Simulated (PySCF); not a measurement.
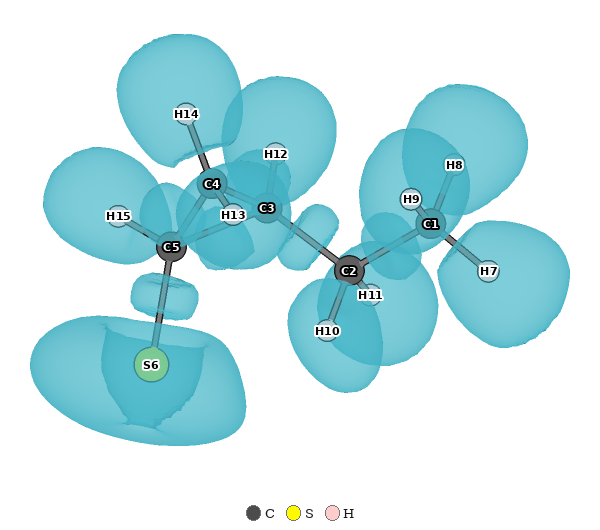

The picture shows: C$_{5}$H$_{9}$S (charge −1). Isosurface of the electron localisation function at 0.75 (cyan), seen at a tilt. Core shells and regions of very low density are left out.

Geometry: GFN2-xTB.

Computed with PySCF, PBE0/def2-SVPD, SCF density, gas phase.

```
atom    x (Å)    y (Å)    z (Å)
   C   1.7894   0.4227  -0.7240
   C   0.9420  -0.0961   0.4344
   C  -0.3844  -0.6543  -0.0155
   C  -1.4538   0.2951  -0.4873
   C  -1.6161  -0.4194   0.8289
   S  -1.5564   0.4464   2.3687
   H   2.7274   0.8434  -0.3614
   H   2.0206  -0.3831  -1.4219
   H   1.2519   1.1978  -1.2667
   H   0.7315   0.7095   1.1426
   H   1.4969  -0.8717   0.9731
   H  -0.3158  -1.6056  -0.5437
   H  -1.2294   1.3521  -0.4470
   H  -2.0679   0.0086  -1.3354
   H  -2.3403  -1.2373   0.8335
```

**Describe the localisation domains.**

The surface consists of five regions between bonded C–C atoms (shared pairs), one region between bonded C–S atoms (shared pairs), nine regions around hydrogen nuclei and one ring or bowl of non-bonding electrons around S. Along the contacts the grid gives the following. C–C (1.51 Å): the ELF peaks at about 0.90 between the atoms (a shared electron pair). C–S (1.77 Å): the ELF peaks at about 0.90 between the atoms, as expected for a covalent bond.
